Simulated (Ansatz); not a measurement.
## CsSnI3 (Pm-3m): how ε∞ follows the gap

The empty bands of CsSnI3 (Pm-3m) are shifted up rigidly by Δ, and ε∞ is computed for each shift.

Cell: a, b, c = 6.206, 6.206, 6.206 Å (primitive vectors), 5 atoms.

Method: Ansatz 0.2.0, PBE, independent particles, k-mesh 4×4×4 with interpolation inside its cells, Gaussian parameter 0.1 eV.

Launch of the response step: `ansatz run input.yaml --threads 4 --pin off --max-ram 8192MiB --backend cpu --events-out ev --progress --plain --runs-dir out`. The series took 7.0 min in all, on 4 threads of Intel(R) Xeon(R) Processor @ 2.50GHz (Skylake/Cascade Lake) (shared host).

```
Δ (eV)     ε∞
  0.00      ?
  0.40  8.392
  0.80  7.428
  1.20  6.741
  1.60  6.215
  2.00  5.794
```

With one effective transition at E₀ and fixed dipole strength, ε∞ − 1 = A/(E₀ + Δ), so 1/(ε∞ − 1) is linear in Δ.

Working, on the rows shown:

| x = Δ (eV) | y = 1/(ε∞ − 1) |
| --- | --- |
| 0.4 | 0.135281 |
| 0.8 | 0.155569 |
| 1.2 | 0.174186 |
| 1.6 | 0.191755 |
| 2 | 0.208594 |

Means: x̄ = 1.2, ȳ = 0.17308. Σ(x − x̄)(y − ȳ) = 0.07312, Σ(x − x̄)² = 1.6. Slope = 0.07312 / 1.6 = 0.0457; intercept = ȳ − slope · x̄ = 0.11823. Turned back into ε∞, the line misses the rows shown by at most 0.067.

**Question.** What does the fit predict for the withheld row, and how well does it do?

**Answer.** At x = 0 the line gives y = 0.11823, that is 9.458. The run gave 9.985, so the extrapolation is off by 0.53, 13 % of the range in the table. Beyond its data the fit drifts from the curve.

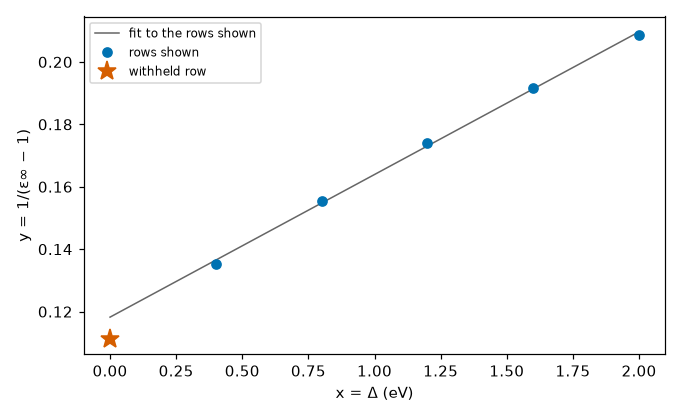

Refitted with all rows, the slope is 0.04818 and the intercept 0.1146. These give E₀ = intercept/slope = 2.4 eV, far above the least direct gap of 0.31 eV: most of the screening comes from transitions well over the edge. Over the first step ε∞ falls by 40 % per eV. The cell comes from an older database entry, whose edges can be off by a per cent or so. Excitons are left out and so are local fields; PBE gaps are as a rule too small. Spin-orbit coupling is left out.

[Logs are printed without paths, hosts, clocks, repeated set-up lines and the standing remarks that a program may print on its own settings, such as how far it seeks lower states.]
